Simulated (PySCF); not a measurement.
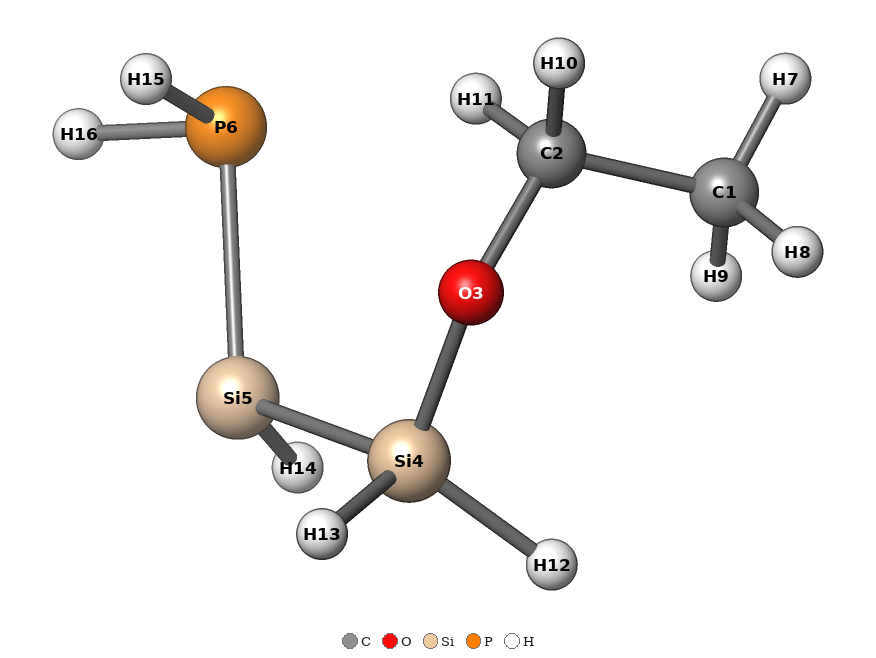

Charge 0, doublet. The geometry was computed by an optimisation with GFN2-xTB. No frequency run is at hand to confirm it as a minimum. Properties computed with UKS B3LYP, pcH-1 on C H O P Si, non-relativistic (PySCF 2.14.0).

Give the isotropic hyperfine couplings (Fermi-contact term alone) of C1, C2, O3, Si4, Si5, P6, H7, H8, H9, H10, H11, H12, H13, H14, H15, H16.

```json
{"atom": "C1", "isotope": "13C", "a_iso (MHz)": "0.8"}
{"atom": "C2", "isotope": "13C", "a_iso (MHz)": "−0.7"}
{"atom": "O3", "isotope": "17O", "a_iso (MHz)": "−4.7"}
{"atom": "Si4", "isotope": "29Si", "a_iso (MHz)": "−37.1"}
{"atom": "Si5", "isotope": "29Si", "a_iso (MHz)": "−353.2"}
{"atom": "P6", "isotope": "31P", "a_iso (MHz)": "64.6"}
{"atom": "H7", "isotope": "1H", "a_iso (MHz)": "0.2"}
{"atom": "H8", "isotope": "1H", "a_iso (MHz)": "0.1"}
{"atom": "H9", "isotope": "1H", "a_iso (MHz)": "0.4"}
{"atom": "H10", "isotope": "1H", "a_iso (MHz)": "0.3"}
{"atom": "H11", "isotope": "1H", "a_iso (MHz)": "0.3"}
{"atom": "H12", "isotope": "1H", "a_iso (MHz)": "41.5"}
{"atom": "H13", "isotope": "1H", "a_iso (MHz)": "2.2"}
{"atom": "H14", "isotope": "1H", "a_iso (MHz)": "16.8"}
{"atom": "H15", "isotope": "1H", "a_iso (MHz)": "14.0"}
{"atom": "H16", "isotope": "1H", "a_iso (MHz)": "43.9"}
```

The geometry is semi-empirical. Around P, Si such bond lengths and angles can be off by a tenth of an ångström or more and by several degrees, and values that hang on the shape move with them.
